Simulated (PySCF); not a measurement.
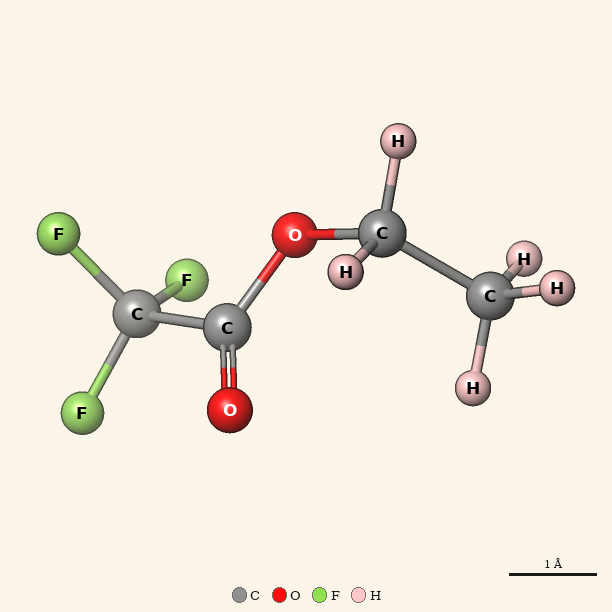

Depth is shown by fading: the farther an atom, the more it takes the colour of the background. Computed geometry: PBE0-D3(BJ)/def2-TZVP optimisation. No frequency run is at hand to confirm it as a minimum. Masses are those of the most abundant isotopes; constants are for the rigid equilibrium geometry.

What kind of rotor is it, and what are its rotational constants in cm⁻¹?

Answer. An asymmetric top (C1): A = 0.106, B = 0.0334, C = 0.0314 cm⁻¹. Ray's parameter κ is −0.95, close to the prolate limit.
